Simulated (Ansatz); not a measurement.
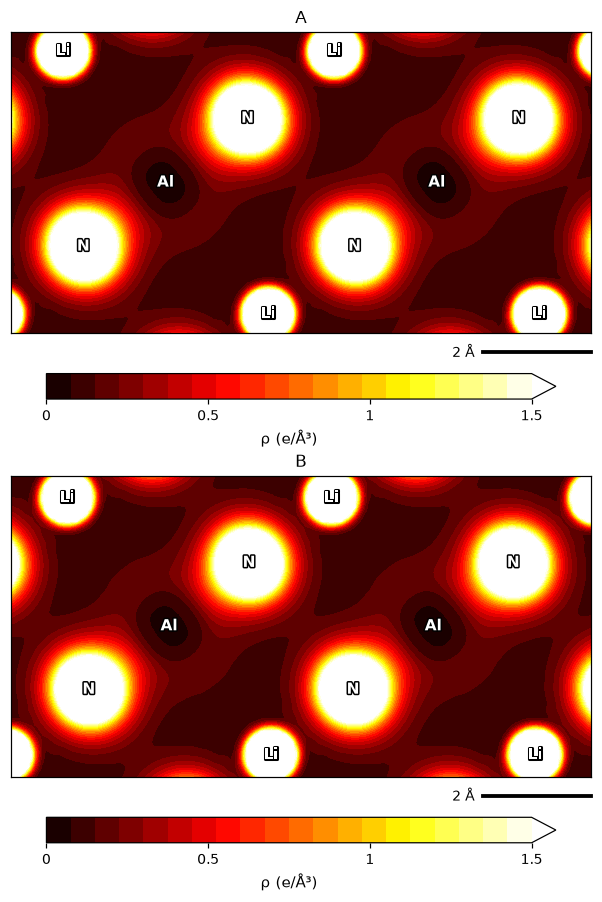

LiSc2AlN2. The valence electron density of two cells that differ in size and shape, on the (001) plane of each (indices in the axes of the calculation cell), at one length scale and on one colour scale; one has 11.8 and the other 12.6 Å³ an atom.

Theory: DFT PBE, scalar-relativistic, plane waves, PAW in Ansatz 0.2.0.

The larger cell:

```
Li Sc Al N
1.0
    -2.18208    2.18208    3.95828
     2.18208   -2.18208    3.95828
     2.18208    2.18208   -3.95828
Li Sc Al N
1 2 1 2
Cartesian
  0.0000 0.0000 0.0000
  0.0000 2.1821 1.9791
  2.1821 0.0000 1.9791
  0.0000 0.0000 3.9583
  0.0000 0.0000 2.0320
  0.0000 0.0000 5.8845
```

The smaller cell: a = 4.889 Å, b = 4.889 Å, c = 4.889 Å, α = 127.95°, β = 127.95°, γ = 76.71°.

Question: Which is the denser cell? Describe the effect of the change.

Answer: Panel B is the smaller cell, by 6 % in volume. From the larger cell to the smaller, Li–N goes from 2.03 to 1.94 Å, and the density at its midpoint from 0.34 to 0.4 e/Å³; Al–N goes from 1.93 to 1.89 Å, and the density at its midpoint from 0.6 to 0.63 e/Å³; the pressure goes from 8 to 19 GPa.
